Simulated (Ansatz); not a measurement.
A series of calculations on ZnH$_{3}$OCl

Part 1: Relaxation

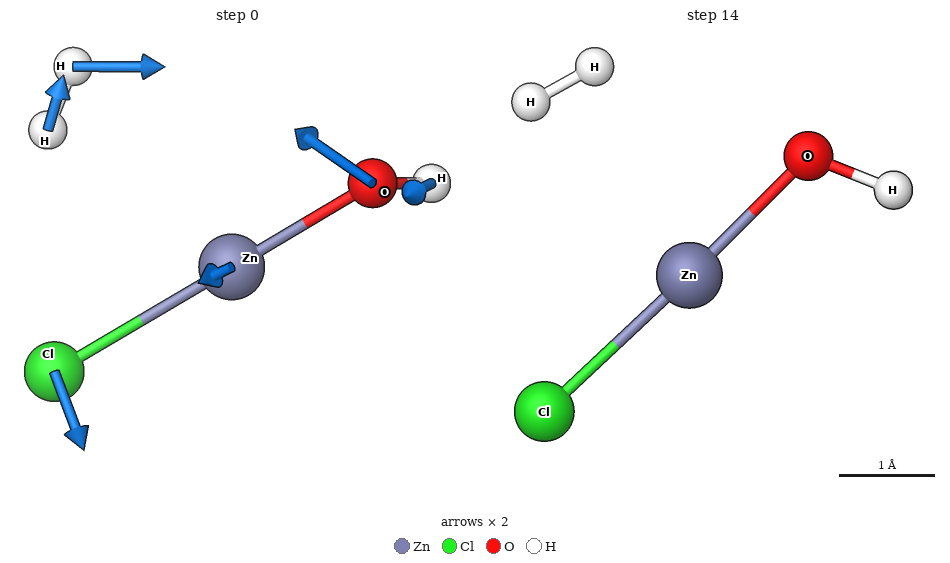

The structure of ZnH₃OCl before (left) and after (right) a relaxation, at one scale. The blue arrows give the displacements, magnified 2 times.

The picture is a ball-and-stick view, seen face on.

The run prepares an end point of a later path (reaction) calculation, from a guessed geometry.

The calculation used RKS PBE-D4/def2-SVP (Ansatz). (no spin polarisation; force threshold 0.03 eV/Å; at most 50 steps)

Describe what moved and what it gained.

The energy falls by 15.2 kJ/mol in 13 accepted moves (14 points after the start). The largest force component goes from 1.4 to 0.022 eV/Å. The line search rejected the trial step at point 11 of the run. The forces were under the threshold at step 10, but the run went on from there. The largest move after the best rigid fit is that of the O atom, 0.70 Å. By element the largest moves are O 0.70 Å, H 0.50 Å, Cl 0.46 Å, Zn 0.25 Å. Some distances before and after: Cl–Zn 2.206 → 2.111 Å, H–H 0.724 → 0.772 Å, O–Zn 1.781 → 1.786 Å. Among the angles between lasting bonds that change: Cl–Zn–O 175.3° → 178.1°.

Limits of the set-up: the start holds two separate molecules, 2.5 Å apart at their closest, whose relative position is a soft coordinate.

Part 2: Relaxation

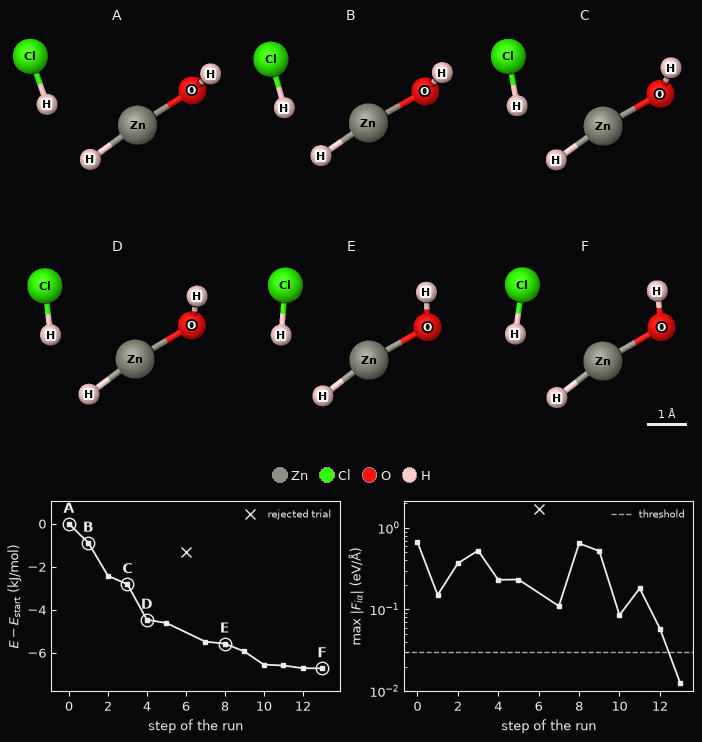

Frames of a relaxation of ZnH₃OCl, marked on the history of the run. The picture is a ball-and-stick view, seen at a tilt.

The run prepares an end point of a later path (reaction) calculation, from a guessed geometry.

All numbers below come from RKS PBE-D4/def2-SVP (Ansatz 0.2.0). (no spin polarisation; force threshold 0.03 eV/Å; at most 50 steps)

**What happens along the run?**

The atom that moves furthest after the best rigid fit is an H atom (0.70 Å). By element the largest moves are H 0.70 Å, Cl 0.63 Å, O 0.39 Å, Zn 0.15 Å. Near-neighbour distances that change, for instance: Cl–Zn 3.438 → 3.008 Å, Cl–H 1.344 → 1.310 Å, H–Zn 1.560 → 1.539 Å. Among the angles between lasting bonds that change: O–Zn–H 173.6° → 171.3°. After 12 accepted moves (13 points after the start) the energy has fallen by 6.72 kJ/mol. Largest force component: 0.67 eV/Å at the start, 0.013 eV/Å at the end. The line search rejected the trial step at point 6 of the run. From step 0 to 1: the Cl atom moves most (0.19 Å), energy −0.88 kJ/mol. From step 1 to 3: an H atom moves most (0.19 Å), energy −1.93 kJ/mol. From step 3 to 4: an H atom moves most (0.17 Å), energy −1.65 kJ/mol. From step 4 to 8: Cl and H atoms move most (0.18 Å), energy −1.11 kJ/mol. From step 8 to 13: an H atom moves most (0.13 Å), energy −1.15 kJ/mol.

Part 3: Path

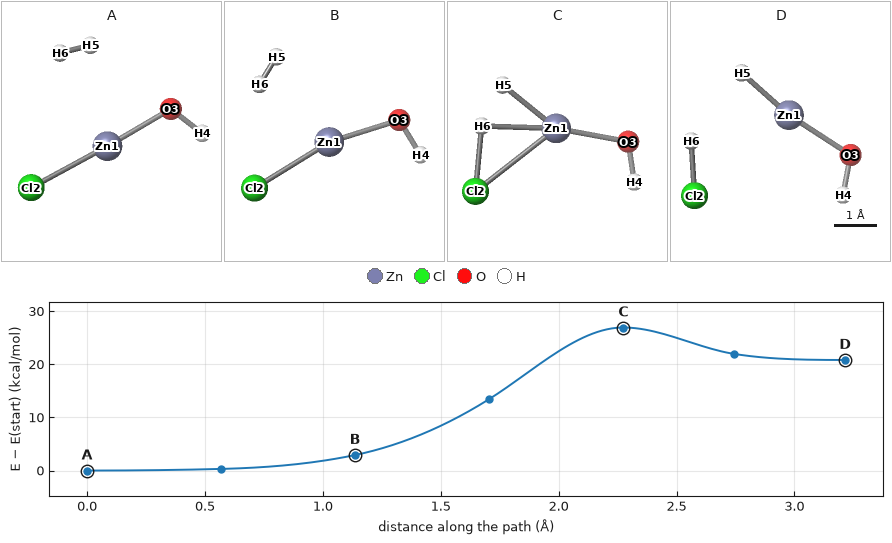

NEB run on ZnH3OCl, made up at the start of ZnHOCl and H₂. Images are numbered from 0 (start) to 6 (end). Frames A to D are images 0, 2, 4, 6. The picture is a ball-and-stick view, seen at a tilt.

Method: Ansatz, RKS PBE-D4/def2-SVP.

Input
```yaml
crystal:
  periodic: [false, false, false]
  atoms:
    - { symbol: Zn, position_ang: [0.285244, -0.141826, 0.32826] }
    - { symbol: Cl, position_ang: [0.958542, 0.175505, 2.303833] }
    - { symbol: O, position_ang: [-0.339956, -0.408249, -1.323775] }
    - { symbol: H, position_ang: [0.364684, -0.485756, -1.99256] }
    - { symbol: H, position_ang: [-2.15297, -0.384437, 0.375471] }
    - { symbol: H, position_ang: [-2.092942, -0.258839, 1.13507] }
basis:
  gaussian: { orbitals: def2-SVP }
hamiltonian:
  xc: pbe
  dispersion: d4
neb:
  order_check: false
  images: 5
  f_tol: 0.05
  max_iterations: 60
  final_atoms:
    - { symbol: Zn, position_ang: [-1.13747505, -0.39161976, -0.46550442] }
    - { symbol: Cl, position_ang: [0.39112806, 0.08855407, 2.07972336] }
    - { symbol: O, position_ang: [0.04055589, -0.46217447, -1.80304056] }
    - { symbol: H, position_ang: [0.95192073, -0.33431237, -1.48142961] }
    - { symbol: H, position_ang: [-2.31500145, -0.36843213, 0.52446179] }
    - { symbol: H, position_ang: [-0.90852618, -0.03561735, 1.97208844] }
  initial_path:
    images:
      - { positions_ang: [[0.285244, -0.141826, 0.32826], [0.958542, 0.175505, 2.303833], [-0.339956, -0.408249, -1.323775], [0.364684, -0.485756, -1.99256], [-2.15297, -0.384437, 0.375471], [-2.092942, -0.258839, 1.13507]] }
      - { positions_ang: [[0.18696212, -0.09220248, 0.21222801], [0.66392634, 0.13240627, 2.39205386], [-0.24925757, -0.27884021, -1.48541096], [0.30750188, -0.6363493, -2.04191246], [-2.01172772, -0.36729687, 0.46077895], [-1.87480305, -0.26131942, 1.2885616]] }
      - { positions_ang: [[0.08868024, -0.04257896, 0.09619602], [0.36931068, 0.08930755, 2.48027472], [-0.15855914, -0.14943142, -1.64704692], [0.25031976, -0.7869426, -2.09126492], [-1.87048545, -0.35015674, 0.5460869], [-1.6566641, -0.26379984, 1.4420532]] }
      - { positions_ang: [[-0.00960163, 0.00704456, -0.01983597], [0.07469502, 0.04620882, 2.56849558], [-0.06786071, -0.02002263, -1.80868288], [0.19313764, -0.9375359, -2.14061739], [-1.72924317, -0.33301661, 0.63139485], [-1.43852515, -0.26628025, 1.59554481]] }
      - { positions_ang: [[-0.38555944, -0.12584354, -0.16839212], [0.1801727, 0.0603239, 2.40557151], [-0.03172185, -0.16740657, -1.8068021], [0.44606534, -0.73646139, -1.92088813], [-1.92449593, -0.34482178, 0.59575049], [-1.26185883, -0.18939262, 1.72105935]] }
      - { positions_ang: [[-0.76151724, -0.25873165, -0.31694827], [0.28565038, 0.07443899, 2.24264743], [0.00441702, -0.31479052, -1.80492133], [0.69899304, -0.53538688, -1.70115887], [-2.11974869, -0.35662696, 0.56010614], [-1.0851925, -0.11250498, 1.84657389]] }
      - { positions_ang: [[-1.13747505, -0.39161976, -0.46550442], [0.39112806, 0.08855407, 2.07972336], [0.04055589, -0.46217447, -1.80304056], [0.95192073, -0.33431237, -1.48142961], [-2.31500145, -0.36843213, 0.52446179], [-0.90852618, -0.03561735, 1.97208844]] }
```

Command:
```bash
ansatz run input.yaml --threads 2 --pin off --max-ram 3072MiB --backend cpu --events-out ev --progress --plain --runs-dir out
```

What happens along the path, and what is the barrier?

Answer. Breaking: H5–H6 (0.77 → 1.11 at the top → 2.05 Å), Zn1–Cl2 (2.11 → 2.48 at the top → 3.01 Å). Forming: Cl2–H6 (3.30 → 1.57 at the top → 1.31 Å), Zn1–H5 (2.45 → 1.67 at the top → 1.54 Å). The highest point, image 4, lies 26.9 kcal/mol above the start and 6.1 kcal/mol above the end; the end is at +20.8 kcal/mol relative to the start. The band converged in 11 iterations, with a climbing image at the top.

Limits of the set-up: the start holds two separate molecules, 2.5 Å apart at their closest, whose relative position is a soft coordinate.

The run took 52 s on 2 threads of Intel(R) Xeon(R) CPU @ 2.60GHz (Ice Lake), with other jobs on the host, peak memory 0.17 GiB.
